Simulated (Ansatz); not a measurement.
# SnClF + HCl: a complex and its separated parts

Aim: how far the complex at one end of a reaction step lies below its separated, relaxed parts, level by level.

The runs use Ansatz 0.2.0, Gaussian basis; PBE0-D4/def2-TZVP structures, single points in def2-TZVPP, no counterpoise correction.

Levels: SPW92, PBE-D4, BLYP-D4, r2SCAN-D4, B97M-V, PBE0-D4, B3LYP-D4, r2SCAN0-D4, BHLYP-D4, CAM-B3LYP-D4, wB97X-V, wB97M-V, B2PLYP, PBE-QIDH, RPA on PBE, Hartree-Fock, MP2, CCSD, CCSD(T).

Cores are frozen in the correlated methods. Filled d shells of the heavier atoms are correlated. Core potentials replace the inner electrons past krypton, and spin-orbit coupling is left out. B3LYP uses VWN-RPA correlation. B2PLYP carries no dispersion term here.

88 further runs of the same task are left out: 88 set aside as unsound or not needed.

## 1. The starting structure

The complex: 5 atoms, charge 0, spin multiplicity 1.

Atoms are counted from 1 here; the program's logs count them from 0.

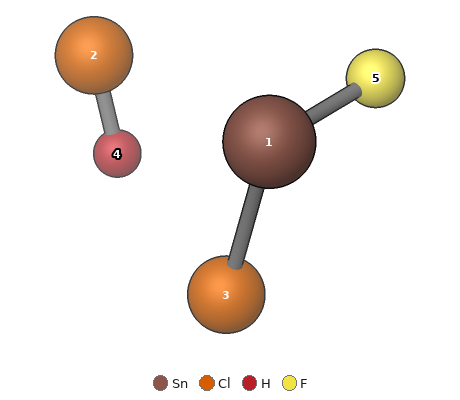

Start geometry, drawn with tin brown, chlorine orange, hydrogen red, fluorine yellow; atoms are numbered from 1 in the order of the file.

As a file:

```xyz
5
charge 0, multiplicity 1
Sn    0.4566    1.2887   -0.5334
Cl    1.1663   -1.5081    0.2679
Cl   -1.5738    0.0418   -0.9794
H    -0.0897   -1.4890   -0.0746
F     0.0407    1.6665    1.3195
```

Its parts: SnClF holds atoms 1, 3, 5; HCl holds atoms 2, 4. Each part counts its atoms afresh in its own runs.

## 2. Relaxing SnClF alone

relax-a/in.yaml

```yaml
crystal:
  periodic: [false, false, false]
  atoms:
    - {symbol: Sn, position_ang: [0.456581, 1.288683, -0.533431]}
    - {symbol: Cl, position_ang: [-1.573812, 0.041774, -0.979383]}
    - {symbol: F, position_ang: [0.040691, 1.666537, 1.319524]}
basis:
  gaussian: {orbitals: def2-TZVP}
hamiltonian: {xc: pbe0, dispersion: d4}
relax: {f_tol: 0.005, max_steps: 200}
```

Launch:

```bash
> ansatz run in.yaml --threads 4 --pin off --events-out ev --progress --plain --max-ram 9574MiB
```

Further steps of the session: Relaxing HCl alone; SPW92/def2-TZVPP; PBE-D4/def2-TZVPP; BLYP-D4/def2-TZVPP; r2SCAN-D4/def2-TZVPP; B97M-V/def2-TZVPP; PBE0-D4/def2-TZVPP; B3LYP-D4/def2-TZVPP; r2SCAN0-D4/def2-TZVPP; BHLYP-D4/def2-TZVPP; CAM-B3LYP-D4/def2-TZVPP; wB97X-V/def2-TZVPP; wB97M-V/def2-TZVPP; B2PLYP/def2-TZVPP; PBE-QIDH/def2-TZVPP; RPA on PBE/def2-TZVPP; CCSD(T)/def2-TZVPP; Vibrations of SnClF; Vibrations of HCl.

Q: Predict the outcome of this session. Wanted: complex less parts, CCSD(T)/def2-TZVPP; with zero-point energy; largest T1 diagnostic.

**Answer**, as computed:

| quantity | value |
| --- | --- |
| complex less parts, CCSD(T)/def2-TZVPP | -5.0 kcal/mol |
| with zero-point energy | -4.0 kcal/mol |
| largest T1 diagnostic | 0.016 |

In words: At CCSD(T) the complex lies 5.0 kcal/mol below its parts. Among the functionals B2PLYP lands nearest to CCSD(T) (+0.4 kcal/mol) and SPW92 farthest (-7.4 kcal/mol). Mean unsigned error by rung: LDA 7.4, GGA 2.9, meta-GGA 2.1, hybrid 2.0, range-separated hybrid 1.5, double hybrid 0.7 kcal/mol. PBE-D4 gives a relative energy 3.4 kcal/mol too low, outside chemical accuracy (1 kcal/mol). No counterpoise was applied, and triple zeta lacks some correlation, so the CCSD(T) reference has a basis error of its own, and close matches with it are partly luck.
